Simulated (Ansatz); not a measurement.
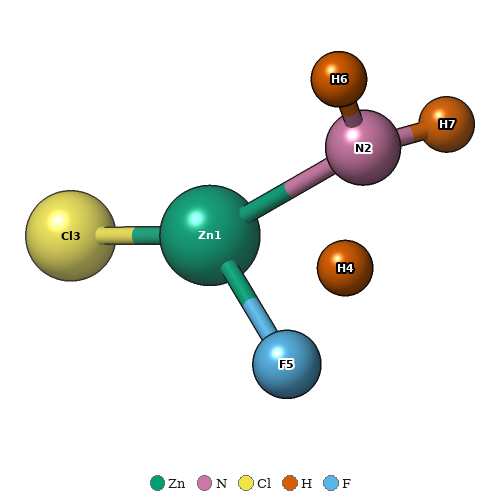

The system is the reacting system ClFH₃NZn (fragments ClH₂NZn + FH where the first distance is long, ClFH₃NZn where the second is long); the picture shows the reference structure. Coordinates scanned: (1) distance Zn1–F5 (bond that forms); (2) distance H4–F5 (bond that breaks). Relaxed at each point: all other coordinates. Grid: 9 × 9 points. Points are written as (first, second). Energies: eV, counted from a guessed transition structure relaxed with its forming and breaking bonds held. The reference is spin-restricted, so regions where a bond is pulled apart into radicals lie too high. Method: RKS PBE0-D4/def2-SVP in Ansatz 0.2.0.

Its coordinates:

```yaml
atoms:
  - { symbol: Zn, position_ang: [-0.4979, -0.8288, -0.7569] }
  - { symbol: N, position_ang: [0.6639, 0.3573, 0.7653] }
  - { symbol: Cl, position_ang: [-1.0121, -2.5759, -1.8197] }
  - { symbol: H, position_ang: [-0.2263, 1.1392, 0.1451] }
  - { symbol: F, position_ang: [-1.0993, 1.2105, -0.6848] }
  - { symbol: H, position_ang: [1.6513, 0.5325, 0.5975] }
  - { symbol: H, position_ang: [0.5204, 0.1653, 1.7535] }
```

Range: distance Zn1–F5 (bond that forms) from 1.638 to 2.838 Å; distance H4–F5 (bond that breaks) from 0.819 to 2.019 Å.

**What will the energy surface look like?**

The lowest grid point is at (1.850 Å, 2.019 Å), −1.10 eV from a guessed transition structure relaxed with its forming and breaking bonds held. It lies at the edge of the scanned range, so the true minimum may lie outside. The highest grid point, (1.638 Å, 0.819 Å), lies 3.38 eV above the lowest.

```
second ↓, first →  1.638  1.727  1.850  1.990  2.143  2.305  2.476  2.654  2.838
            2.019  −0.74  −1.04  −1.10  −0.88  −0.50  −0.04   0.44   0.89   1.30
            1.835  −0.67  −0.99  −1.07  −0.89  −0.53  −0.11   0.34   0.76   1.14
            1.657  −0.54  −0.89  −1.01  −0.86  −0.55  −0.17   0.24   0.62   0.96
            1.486  −0.34  −0.72  −0.88  −0.79  −0.53  −0.21   0.14   0.47   0.76
            1.324  −0.01  −0.44  −0.67  −0.66  −0.48  −0.23   0.05   0.30   0.53
            1.171   0.44  −0.07  −0.40  −0.48  −0.41  −0.26  −0.08   0.09   0.23
            1.031   0.95   0.35  −0.10  −0.31  −0.35  −0.30  −0.22  −0.13  −0.05
            0.908   1.53   0.84   0.30   0.00  −0.13  −0.15  −0.12  −0.08  −0.03
            0.819   2.29   1.57   0.99   0.65   0.50   0.45   0.45   0.48   0.51
```

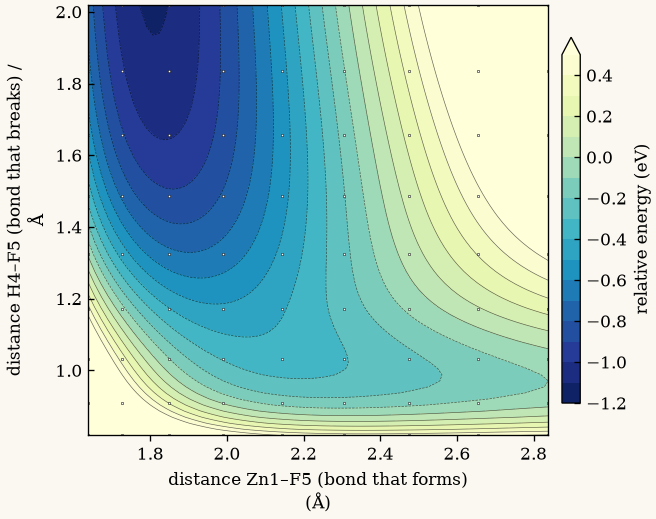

The picture shows filled contours, dots at the grid points, one colour for all values above the top of the scale. Between grid points the surface is interpolated.

Each point was launched as `ansatz run input.yaml --threads 1 --pin off --max-ram 2560MiB --backend cpu --events-out ev --progress --plain --runs-dir out`. The whole map (81 points run) took 22 min on 1 thread of Arm Neoverse V1, with other jobs on the host.
